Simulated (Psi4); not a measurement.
Predicting a hybrid from its neighbours: GaF

The species is GaF (2 atoms), meant as a singlet with charge 0. SMILES: `[F][Ga]`. The coordinates come from a PBE0-D4/def2-TZVP relaxation.

The dipole moment y, in D, basis def2-TZVPPD; a is the functional's share of exact exchange. Programs: Psi4 1.11.

| functional | program | a | y (D) |
| --- | --- | --- | --- |
| BLYP | Psi4 | 0 | 2.29 |
| revPBE | Psi4 | 0 | 2.17 |
| TPSSh | Psi4 | 0.1 | ? |
| B3LYP | Psi4 | 0.2 | 2.39 |
| PBE0 | Psi4 | 0.25 | 2.31 |
| BHLYP | Psi4 | 0.5 | 2.47 |

Problem. Fit y = c + s·a to the known rows and predict TPSSh.

Solution. 
1. Means of the 5 rows: a = 0.1900, y = 2.326.
2. Σ(Δa)² = 0.172, Σ(Δa·Δy) = 0.0808, so the slope is 0.0808/0.172 = 0.46977.
3. Intercept: 2.326 − (0.46977) × 0.1900 = 2.237. The largest residual of the fit is 0.067.
4. TPSSh: 2.237 + (0.46977) × 0.1 = 2.28 D.

The run gave 2.19 D, so the prediction is off by +0.09 D, about the largest residual. More exact exchange makes the molecule more polar here. The rows mix families of semi-local functionals, which the line can't see.

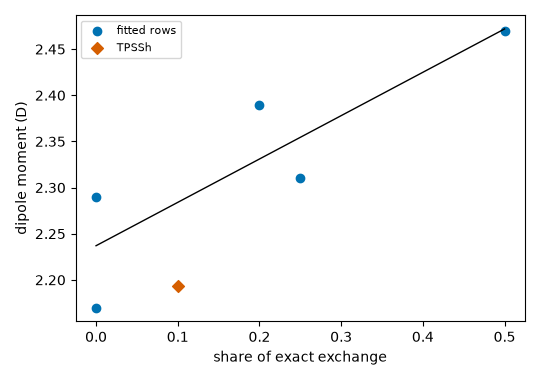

The fitted line, with the withheld row.
